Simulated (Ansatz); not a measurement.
**Molecular dynamics of AlH3O2 (part 4 of 4)**

AlH3O2; RKS B3LYP/def2-mTZVP (Ansatz 0.2.0). It belongs to a series of runs on one base structure; here: dynamics from the highest image of the converged band.

Geometry of the input (Å):
```
Al -0.1933  0.0288  0.5157
H  1.2113  -0.0782  1.5297
O  1.6264  -0.0466  0.2379
H  2.1500  -0.7953  -0.1118
O  -1.0805  -0.4327  -0.8740
H  -2.0401  -0.4745  -0.9415
```

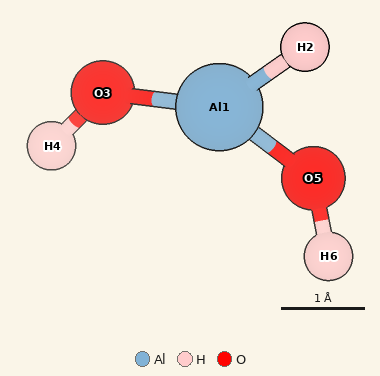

*The geometry at step 164 of the log (ball-and-stick view, seen at a tilt; atoms are numbered from 1 in the order of the input).*

## Trajectory as extended XYZ, continued
```
6
Properties=species:S:1:pos:R:3:forces:R:3 step=124 time_fs=62.0 energy=-10743.24601 temperature=2581.7
Al   -0.0944    0.0506    0.5498   -1.3732  -1.5014  -4.3708
H     0.4799   -0.0160    1.8629   -1.0168   0.1568   3.5411
O     1.5754   -0.0235    0.2134    0.3000   0.2080  -1.7859
H     1.8224   -0.1841   -0.7087    0.4331  -0.0046  -0.0714
O    -1.1373   -0.5314   -0.8608    2.0513   0.8095   2.4123
H    -1.9161   -0.5325   -1.4119   -0.3944   0.3317   0.2746
6
Properties=species:S:1:pos:R:3:forces:R:3 step=127 time_fs=63.5 energy=-10743.47076 temperature=3011.9
Al   -0.0938    0.0626    0.5395   -0.7450  -1.8934  -1.7468
H     0.5012   -0.1874    1.9906   -1.7224   0.2782   0.8756
O     1.5652   -0.0293    0.2127    0.5931   0.4190  -1.8084
H     1.8238   -0.1395   -0.7177    0.3275   0.0108   0.1322
O    -1.1322   -0.5377   -0.8484    1.9883   0.8217   2.3878
H    -1.8765   -0.5345   -1.4423   -0.4415   0.3637   0.1595
6
Properties=species:S:1:pos:R:3:forces:R:3 step=130 time_fs=65.0 energy=-10743.42516 temperature=2926.8
Al   -0.0938    0.0732    0.5278   -0.5660  -2.4127  -0.1443
H     0.4865   -0.3523    2.1388   -1.8556   0.6706  -0.8212
O     1.5559   -0.0347    0.2095    0.8587   0.5530  -1.6931
H     1.8321   -0.0946   -0.7239    0.1903   0.0049   0.3290
O    -1.1244   -0.5429   -0.8328    1.3927   0.8083   1.8873
H    -1.8456   -0.5286   -1.4685   -0.0200   0.3760   0.4422
6
Properties=species:S:1:pos:R:3:forces:R:3 step=133 time_fs=66.5 energy=-10743.23847 temperature=2568.4
Al   -0.0942    0.0817    0.5159   -0.6506  -2.7443   0.6410
H     0.4323   -0.5030    2.2709   -1.6439   0.9877  -1.6164
O     1.5478   -0.0392    0.2041    1.0440   0.6464  -1.3726
H     1.8447   -0.0497   -0.7234    0.1191  -0.0270   0.3113
O    -1.1148   -0.5471   -0.8146    0.7973   0.7807   1.3122
H    -1.8153   -0.5147   -1.4853    0.3341   0.3566   0.7246
6
Properties=species:S:1:pos:R:3:forces:R:3 step=136 time_fs=68.0 energy=-10743.07151 temperature=2246.3
Al   -0.0952    0.0881    0.5045   -0.7368  -2.8945   1.0974
H     0.3428   -0.6326    2.3688   -1.3388   1.1959  -1.9515
O     1.5410   -0.0429    0.1968    1.1188   0.7017  -0.8980
H     1.8601   -0.0054   -0.7165    0.1379  -0.0500   0.0863
O    -1.1040   -0.5502   -0.7946    0.5425   0.7209   1.0315
H    -1.7784   -0.4932   -1.4871    0.2764   0.3260   0.6343
6
Properties=species:S:1:pos:R:3:forces:R:3 step=139 time_fs=69.5 energy=-10742.98372 temperature=2076.6
Al   -0.0968    0.0922    0.4940   -0.7039  -2.9254   1.5020
H     0.2245   -0.7365    2.4250   -1.0343   1.3409  -2.0915
O     1.5358   -0.0456    0.1883    1.1401   0.7248  -0.4849
H     1.8784    0.0379   -0.7077    0.1756  -0.0485  -0.1234
O    -1.0924   -0.5523   -0.7732    0.5340   0.5882   1.0210
H    -1.7362   -0.4646   -1.4758   -0.1115   0.3199   0.1769
6
Properties=species:S:1:pos:R:3:forces:R:3 step=142 time_fs=71.0 energy=-10742.98479 temperature=2078.9
Al   -0.0990    0.0939    0.4848   -0.5111  -2.8687   1.9859
H     0.0839   -0.8116    2.4362   -0.7442   1.4601  -2.1540
O     1.5321   -0.0474    0.1792    1.2012   0.7555  -0.3373
H     1.9004    0.0802   -0.7012    0.1313  -0.0537  -0.0964
O    -1.0802   -0.5536   -0.7504    0.3266   0.3881   0.8196
H    -1.6962   -0.4290   -1.4607   -0.4038   0.3188  -0.2178
6
Properties=species:S:1:pos:R:3:forces:R:3 step=145 time_fs=72.5 energy=-10743.08092 temperature=2264.5
Al   -0.1015    0.0934    0.4771   -0.1591  -2.7341   2.5940
H    -0.0728   -0.8552    2.4011   -0.4536   1.5711  -2.1755
O     1.5300   -0.0481    0.1695    1.3006   0.8222  -0.3927
H     1.9250    0.1212   -0.6965    0.0013  -0.0917   0.1171
O    -1.0676   -0.5544   -0.7266   -0.4400   0.2113  -0.0367
H    -1.6642   -0.3868   -1.4493   -0.2492   0.2212  -0.1061
6
Properties=species:S:1:pos:R:3:forces:R:3 step=148 time_fs=74.0 energy=-10743.26003 temperature=2610.7
Al   -0.1042    0.0906    0.4715    0.3093  -2.5315   3.2831
H    -0.2391   -0.8650    2.3193   -0.1403   1.6704  -2.1381
O     1.5297   -0.0477    0.1593    1.3236   0.8916  -0.3899
H     1.9497    0.1602   -0.6893   -0.1063  -0.1299   0.2630
O    -1.0556   -0.5549   -0.7029   -1.5101   0.0915  -1.3149
H    -1.6371   -0.3400   -1.4397    0.1238   0.0080   0.2968
6
Properties=species:S:1:pos:R:3:forces:R:3 step=152 time_fs=76.0 energy=-10743.60807 temperature=3282.7
Al   -0.1072    0.0837    0.4682    0.9724  -2.1554   4.0417
H    -0.4643   -0.8220    2.1395    0.3278   1.7111  -1.8318
O     1.5321   -0.0453    0.1450    1.0861   0.8892  -0.0381
H     1.9794    0.2081   -0.6717   -0.0649  -0.0916   0.1090
O    -1.0429   -0.5554   -0.6743   -2.5536  -0.1425  -2.6461
H    -1.5968   -0.2781   -1.4170    0.2321  -0.2108   0.3653
6
Properties=species:S:1:pos:R:3:forces:R:3 step=155 time_fs=77.5 energy=-10743.87787 temperature=3801.6
Al   -0.1087    0.0766    0.4695    1.4407  -1.7035   4.0752
H    -0.6260   -0.7472    1.9585    0.6289   1.5229  -1.1133
O     1.5356   -0.0421    0.1341    0.7780   0.8105   0.3574
H     1.9999    0.2417   -0.6555    0.0492  -0.0053  -0.1235
O    -1.0373   -0.5560   -0.6568   -2.8186  -0.4502  -3.0634
H    -1.5612   -0.2362   -1.3914   -0.0782  -0.1745  -0.1324
6
Properties=species:S:1:pos:R:3:forces:R:3 step=158 time_fs=79.0 energy=-10743.96205 temperature=3961.0
Al   -0.1090    0.0681    0.4740    2.0749  -0.9219   3.1676
H    -0.7747   -0.6401    1.7548    0.5626   0.9478   0.4147
O     1.5401   -0.0378    0.1238    0.5407   0.7409   0.6068
H     2.0214    0.2751   -0.6416    0.0731   0.0387  -0.1882
O    -1.0355   -0.5572   -0.6435   -2.8558  -0.7431  -3.3110
H    -1.5274   -0.1979   -1.3688   -0.3955  -0.0624  -0.6898
6
Properties=species:S:1:pos:R:3:forces:R:3 step=161 time_fs=80.5 energy=-10743.69325 temperature=3444.9
Al   -0.1076    0.0588    0.4810    3.2183   0.1154   1.3448
H    -0.9127   -0.5132    1.5614   -0.3172   0.0897   2.6423
O     1.5454   -0.0325    0.1142    0.4520   0.7250   0.6379
H     2.0442    0.3091   -0.6314   -0.0540  -0.0112  -0.0257
O    -1.0376   -0.5594   -0.6347   -2.9392  -0.7762  -3.8584
H    -1.5014   -0.1614   -1.3602   -0.3598  -0.1427  -0.7409
6
Properties=species:S:1:pos:R:3:forces:R:3 step=164 time_fs=82.0 energy=-10743.34583 temperature=2781.9
Al   -0.1036    0.0496    0.4890    4.1154   0.5681   0.0660
H    -1.0579   -0.3833    1.4234   -1.3171  -0.1877   3.9549
O     1.5514   -0.0262    0.1055    0.4087   0.7071   0.6153
H     2.0657    0.3429   -0.6216   -0.2087  -0.0886   0.1631
O    -1.0436   -0.5626   -0.6311   -2.9353  -0.5665  -4.4815
H    -1.4828   -0.1283   -1.3667   -0.0630  -0.4325  -0.3178
6
Properties=species:S:1:pos:R:3:forces:R:3 step=167 time_fs=83.5 energy=-10743.38405 temperature=2850.1
Al   -0.0964    0.0408    0.4973    3.0302   0.1400   0.3539
H    -1.2285   -0.2561    1.3668   -0.6632   0.3507   3.1509
O     1.5579   -0.0189    0.0976    0.2788   0.6001   0.7148
H     2.0830    0.3749   -0.6087   -0.2361  -0.0865   0.1771
O    -1.0536   -0.5665   -0.6335   -2.5479  -0.3720  -4.4336
H    -1.4657   -0.1043   -1.3802    0.1382  -0.6322   0.0369
6
Properties=species:S:1:pos:R:3:forces:R:3 step=170 time_fs=85.0 energy=-10743.53245 temperature=3132.7
Al   -0.0869    0.0322    0.5058    0.8083  -0.2139   0.8342
H    -1.4118   -0.1217    1.3772    0.9419   0.6636   1.6698
O     1.5647   -0.0109    0.0907    0.0421   0.3929   0.9418
H     2.0954    0.4052   -0.5923   -0.1179   0.0207   0.0171
O    -1.0671   -0.5710   -0.6419   -1.7688  -0.3272  -3.4389
H    -1.4460   -0.0934   -1.3935    0.0942  -0.5361  -0.0239
6
Properties=species:S:1:pos:R:3:forces:R:3 step=173 time_fs=86.5 energy=-10743.48513 temperature=3043.0
Al   -0.0766    0.0234    0.5150   -0.9535  -0.2204   0.6791
H    -1.5758    0.0261    1.4243    2.0562   0.5092   0.6357
O     1.5716   -0.0023    0.0851   -0.1809   0.1851   1.1286
H     2.1054    0.4360   -0.5754    0.0063   0.1374  -0.1306
O    -1.0829   -0.5760   -0.6549   -0.8420  -0.4038  -1.8978
H    -1.4246   -0.0937   -1.4080   -0.0861  -0.2075  -0.4150
6
Properties=species:S:1:pos:R:3:forces:R:3 step=176 time_fs=88.0 energy=-10743.30785 temperature=2702.2
Al   -0.0671    0.0144    0.5247   -2.0060  -0.0781   0.1393
H    -1.6965    0.1847    1.4858    2.5371   0.1832   0.0531
O     1.5783    0.0066    0.0810   -0.2461   0.1037   1.1107
H     2.1152    0.4695   -0.5611   -0.0198   0.1348  -0.0889
O    -1.0998   -0.5815   -0.6704   -0.1162  -0.3772  -0.5631
H    -1.4048   -0.0987   -1.4312   -0.1489   0.0335  -0.6510
6
Properties=species:S:1:pos:R:3:forces:R:3 step=179 time_fs=89.5 energy=-10743.12794 temperature=2355.1
Al   -0.0592    0.0053    0.5345   -2.5805   0.1112  -0.4686
H    -1.7631    0.3472    1.5488    2.6703  -0.1493  -0.2820
O     1.5846    0.0156    0.0784   -0.1882   0.1448   0.9421
H     2.1243    0.5057   -0.5484   -0.1731   0.0155   0.0957
O    -1.1170   -0.5875   -0.6868    0.2498  -0.0546   0.0509
H    -1.3878   -0.1034   -1.4674    0.0217  -0.0676  -0.3380
6
Properties=species:S:1:pos:R:3:forces:R:3 step=182 time_fs=91.0 energy=-10743.00300 temperature=2113.9
Al   -0.0533   -0.0036    0.5439   -2.8685   0.3264  -1.0018
H    -1.7724    0.5065    1.6060    2.6580  -0.4537  -0.4992
O     1.5907    0.0248    0.0770   -0.1912   0.1669   0.8276
H     2.1298    0.5423   -0.5338   -0.2835  -0.0808   0.2235
O    -1.1338   -0.5935   -0.7032    0.4389   0.3684   0.2129
H    -1.3702   -0.1100   -1.5105    0.2463  -0.3272   0.2371
6
Properties=species:S:1:pos:R:3:forces:R:3 step=185 time_fs=92.5 energy=-10742.96805 temperature=2046.7
Al   -0.0498   -0.0123    0.5526   -2.9755   0.5697  -1.4217
H    -1.7246    0.6561    1.6525    2.5889  -0.7399  -0.6635
O     1.5965    0.0342    0.0768   -0.3706   0.0536   0.8825
H     2.1295    0.5774   -0.5146   -0.2410  -0.0411   0.1804
O    -1.1501   -0.5990   -0.7193    0.6566   0.5809   0.4948
H    -1.3476   -0.1232   -1.5489    0.3417  -0.4232   0.5275
6
Properties=species:S:1:pos:R:3:forces:R:3 step=188 time_fs=94.0 energy=-10743.04822 temperature=2201.7
Al   -0.0486   -0.0206    0.5601   -2.9478   0.8488  -1.7297
H    -1.6211    0.7898    1.6848    2.4804  -1.0231  -0.8022
O     1.6018    0.0437    0.0779   -0.6617  -0.1674   1.0338
H     2.1241    0.6118   -0.4918   -0.1004   0.1028   0.0354
O    -1.1654   -0.6038   -0.7347    0.9203   0.4995   1.1434
H    -1.3178   -0.1452   -1.5769    0.3091  -0.2606   0.3192
6
Properties=species:S:1:pos:R:3:forces:R:3 step=191 time_fs=95.5 energy=-10743.24303 temperature=2578.4
Al   -0.0498   -0.0281    0.5662   -2.7813   1.1615  -1.9479
H    -1.4642    0.9014    1.6998    2.3002  -1.3029  -0.9128
O     1.6062    0.0529    0.0803   -0.8794  -0.3360   1.0962
H     2.1165    0.6483   -0.4680   -0.0255   0.1861  -0.0343
O    -1.1795   -0.6080   -0.7485    1.1227   0.2897   1.9476
H    -1.2814   -0.1726   -1.5984    0.2634   0.0017  -0.1488
6
Properties=species:S:1:pos:R:3:forces:R:3 step=194 time_fs=97.0 energy=-10743.54265 temperature=3157.1
Al   -0.0532   -0.0347    0.5707   -2.4195   1.4638  -2.1327
H    -1.2581    0.9850    1.6952    1.9691  -1.5367  -0.9499
O     1.6095    0.0617    0.0841   -0.9158  -0.3322   0.9696
H     2.1080    0.6885   -0.4447   -0.1044   0.0849   0.0592
O    -1.1921   -0.6117   -0.7597    1.1811   0.2481   2.3538
H    -1.2392   -0.2002   -1.6225    0.2895   0.0721  -0.3000
6
Properties=species:S:1:pos:R:3:forces:R:3 step=197 time_fs=98.5 energy=-10743.89129 temperature=3829.1
Al   -0.0585   -0.0401    0.5735   -1.7683   1.6150  -2.4083
H    -1.0099    1.0358    1.6705    1.3738  -1.5913  -0.7935
O     1.6115    0.0701    0.0893   -0.8581  -0.2452   0.7466
H     2.0972    0.7303   -0.4200   -0.2366  -0.1150   0.2067
O    -1.2031   -0.6151   -0.7677    1.1674   0.4619   2.1154
H    -1.1907   -0.2268   -1.6522    0.3217  -0.1254   0.1330
6
Properties=species:S:1:pos:R:3:forces:R:3 step=200 time_fs=100.0 energy=-10744.14230 temperature=4311.8
Al   -0.0653   -0.0443    0.5744   -0.7978   1.3439  -2.9754
H    -0.7328    1.0531    1.6294    0.4579  -1.2103  -0.2352
O     1.6123    0.0782    0.0955   -0.8488  -0.2733   0.5623
H     2.0815    0.7699   -0.3911   -0.2666  -0.2178   0.2503
O    -1.2125   -0.6178   -0.7730    1.1842   0.7012   1.6942
H    -1.1354   -0.2561   -1.6787    0.2710  -0.3436   0.7038
```
